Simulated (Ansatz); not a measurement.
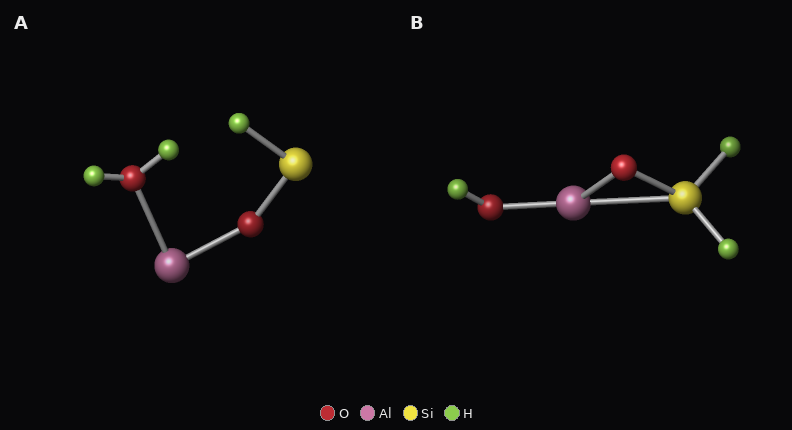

2 stationary structures of one formula. Geometries: PBE0-D4/def2-TZVP. Electronic energies: RHF-CCSD(T) (frozen core)/def2-TZVPP (Ansatz 0.2.0), without zero-point energy. No frequency run is at hand to confirm each as a minimum. Each is one conformer, not always the lowest.

Question: Rank them by energy, lowest first.

Answer: B is lowest (Cs); A lies 27.7 kcal/mol above it (C1).

Give E(B) − E(A) in kcal/mol at these levels too: RHF-CCSD(T) (frozen core)/def2-TZVPP; PBE-D4/def2-TZVPP; B3LYP-D4/def2-TZVPP; ωB97M-V/def2-TZVPP; PBE0-D4/def2-TZVPP; r2SCAN-D4/def2-TZVPP; PBE0-D4/def2-TZVP.

```tsv
level	E(B) − E(A) (kcal/mol)
RHF-CCSD(T) (frozen core)/def2-TZVPP	−27.7
PBE-D4/def2-TZVPP	−26.5
B3LYP-D4/def2-TZVPP	−24.4
ωB97M-V/def2-TZVPP	−24.5
PBE0-D4/def2-TZVPP	−29.3
r2SCAN-D4/def2-TZVPP	−35.3
PBE0-D4/def2-TZVP	−30.1
```
